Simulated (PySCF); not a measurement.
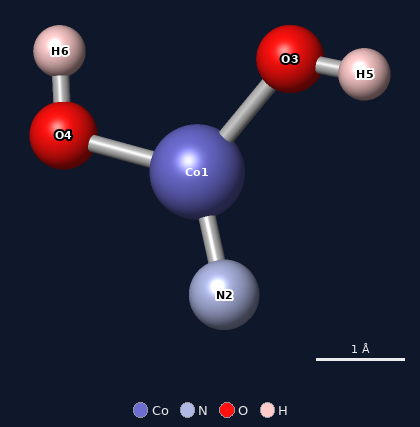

The input geometry (ball-and-stick view, seen at a tilt; atoms are numbered from 1 in the order of the input). Sticks mark near contacts. Bond lengths as drawn: Co–N 1.45 Å, Co–O 1.74 to 1.76 Å and H–O 0.96 to 0.97 Å.

## Frequency calculation, with input and output: CoNH2O2

The run: frequency calculation of CoNH2O2. Method and program: RKS-based PBE0, Co def2-TZVP, N def2-TZVP, O def2-TZVP, H def2-TZVP; non-relativistic Hamiltonian; density fitting (PySCF 2.14.0).

**Output**
```
init E= -1588.69534706492
  HOMO = -0.284446535636825  LUMO = -0.149652446683386  gap/eV = 3.66793
cycle= 1 E= -1588.69534706487  delta_E= 4.98e-11  |g|= 1.95e-05  |ddm|= 6.35e-06
  HOMO = -0.284443244985797  LUMO = -0.149650578489858  gap/eV = 3.66790
cycle= 2 E= -1588.69534706273  delta_E= 2.13e-09  |g|= 0.000141  |ddm|= 4.04e-05
  HOMO = -0.284446070592266  LUMO = -0.149652253419837  gap/eV = 3.66793
cycle= 3 E= -1588.6953470649  delta_E= -2.16e-09  |g|= 4.08e-06  |ddm|= 3.54e-05
  HOMO = -0.28444611717473  LUMO = -0.149652229607648  gap/eV = 3.66793
cycle= 4 E= -1588.69534706491  delta_E= -7.73e-12  |g|= 2.5e-07  |ddm|= 2.37e-06
  HOMO = -0.284446106743319  LUMO = -0.149652239711676  gap/eV = 3.66793
Extra cycle  E= -1588.69534706491  delta_E= 6.82e-13  |g|= 3.41e-07  |ddm|= 9.91e-07
converged SCF energy = -1588.69534706491
```

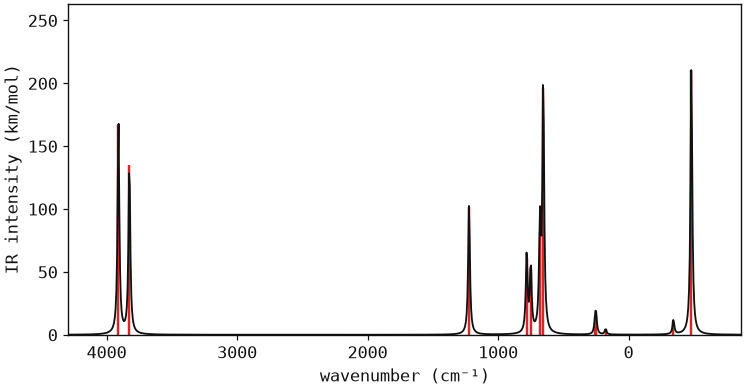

Harmonic infrared spectrum, unscaled: sticks (degenerate modes added up, dark ones marked on the axis) with a Lorentzian envelope of 16 cm⁻¹ full width, scaled to the tallest stick; imaginary modes are drawn at negative wavenumbers. 12 modes from 482i to 3909 cm⁻¹, 2 imaginary beyond 8i (482i, 344i cm⁻¹): not a minimum. The strongest line is at 482i cm⁻¹ (210 km/mol). All modes, in cm⁻¹ (km/mol): 482i (210), 344i (11.1), 176 (4.3), 250 (15.3), 256 (7.1), 653 (196), 679 (81), 749 (53), 780 (61), 1222 (102), 3825 (135), 3909 (166).

This output came from the following input.

**Input file**
```python
from pyscf import gto, scf, dft
mol = gto.M(atom='''
Co     0.100293     0.006431     0.000000
N      1.554190     0.015309     0.000000
O     -0.870475     1.449412     0.000000
O     -0.724331    -1.545342     0.000000
H     -0.469853     2.321279     0.000000
H     -1.675032    -1.376113     0.000000''',
    basis={'Co': 'def2-TZVP', 'N': 'def2-TZVP', 'O': 'def2-TZVP', 'H': 'def2-TZVP'},
    charge=0, spin=0)
mf = dft.RKS(mol, xc='PBE0')
mf.grids.atom_grid = (75, 302)
aux = {'Co': 'def2-universal-JKFIT', 'N': 'def2-universal-JKFIT', 'O': 'def2-universal-JKFIT', 'H': 'def2-universal-JKFIT'}
mf = mf.density_fit(auxbasis=aux)
mf.conv_tol = 1e-09
mf.diis_space = 10
mf.max_cycle = 60
mf.verbose = 4
mf.kernel()
```

The script is an equivalent of the set-up of the self-consistent field. The run itself was carried out by a driver, which started from the orbitals of the step before it where there was one and computed the further properties.

Run as:
```bash
OMP_NUM_THREADS=4 python axn.py task.json out
```

**Key numbers**

| quantity | value |
| --- | --- |
| outcome | converged |
| total energy | −1588.695347 hartree |
| HOMO | −7.74 eV |
| LUMO | −4.07 eV |
| zero-point energy | 0.028478 hartree |
| dipole moment | 1.95 D |
| wavenumbers, lowest and highest | 482i and 3909 cm⁻¹ |
| hardware | 4 threads of Arm Neoverse V1, 24 GiB of memory available, shared host |
| wall time | 2.8 min (CPU time 7.6 min) |
| peak memory | 2 GiB |
